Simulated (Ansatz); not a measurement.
**GaAs, response to strain**

Start from GaAs in the zinc blende structure (space group F-43m, No. 216).

```
GaAs
1.0
    0.00000     2.87279     2.87279
    2.87279     0.00000     2.87279
    2.87279     2.87279     0.00000
Ga As
1 1
Direct
  0.00000   0.00000   0.00000
  0.25000   0.25000   0.25000
```

Strains are applied to the cell and any free atomic positions relax.

Method: PBE in Ansatz (plane waves to 420 eV, PAW, spin-orbit coupling left out).

Notes on the quantities. energy relative to the base: free energy F.

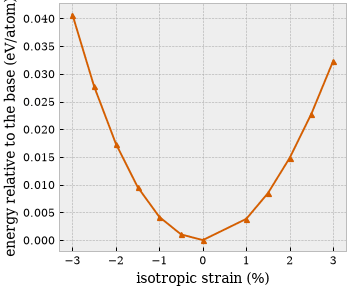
Figure: Energy relative to the base against isotropic strain

### Question
From the plot, what is the energy relative to the base for isotropic strain −1.50 %?

### Answer
About 0.010 eV/atom.

### Question
Is the trend monotonic over the range shown?

### Answer
No, it turns within the range, spanning 0 meV/atom to +41 meV/atom.

The mesh was chosen for an insulator and is coarse for the gapless case. Whether these cells are dynamically stable was not tested. The final runs are not spin-polarised.

Ansatz is a quantum-chemistry and plane-wave program.
